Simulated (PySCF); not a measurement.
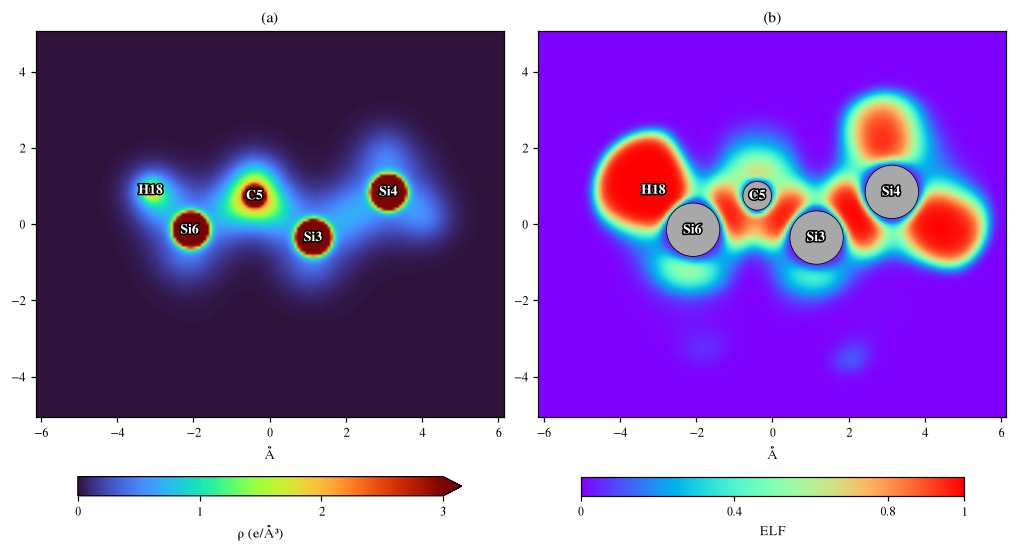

C2H15NSi4. (a) total electron density; (b) electron localisation function on the plane of atoms Si4, Si3 and C5. Grey discs cover the atomic cores in the ELF map.

Geometry: GFN2-xTB.

Theory: PySCF 2.14.0, CAM-B3LYP/6-31G*, SCF density, gas phase, non-relativistic.

Input

```
{"job": {"xc": "CAM-B3LYP", "basis": "6-31G*", "kind": "nmr", "pop": true}, "charge": 0, "multiplicity": 1}
C     -2.240751     1.786034    -0.322228
N     -1.172627     0.848707    -0.564245
Si    -0.653188    -0.303809     0.606904
Si    -2.481077    -1.590765     1.193049
C      0.726517    -1.288653    -0.258970
Si     2.287603    -0.326226    -0.763064
Si     3.304115     0.683500     1.044449
H     -2.688735     2.102030    -1.266505
H     -3.006798     1.298548     0.278650
H     -1.903658     2.679292     0.216442
H     -0.480210     1.230488    -1.191340
H     -0.014443     0.325224     1.796627
H     -3.207336    -1.042075     2.346282
H     -3.491155    -1.741976     0.139389
H     -2.097625    -2.954367     1.576468
H      1.022367    -2.091333     0.417444
H      0.312750    -1.780541    -1.139402
H      3.184475    -1.268231    -1.457158
H      1.905465     0.649238    -1.802713
H      2.787429     2.029754     1.315284
H      4.749662     0.846509     0.854144
H      3.146810    -0.071964     2.291967
```

Launched as:

```sh
OMP_NUM_THREADS=1 python ens_run.py task.json out
```

Question: What does the map show?

Answer: The section cuts through Si, C and H sites.
C–Si (1.90 Å): the density is about 0.9 e/Å³ at the midpoint; the ELF peaks at about 0.95 between the atoms, as expected for localised, covalent bonding.
Si–Si (2.31 Å): ρ is about 0.69 e/Å³ halfway; the ELF peaks at about 1 between the atoms: a shared electron pair.
Si–H (1.47 Å): ρ is about 0.79 e/Å³ halfway; the ELF climbs to about 1 towards the hydrogen, as it does in any bond to H.
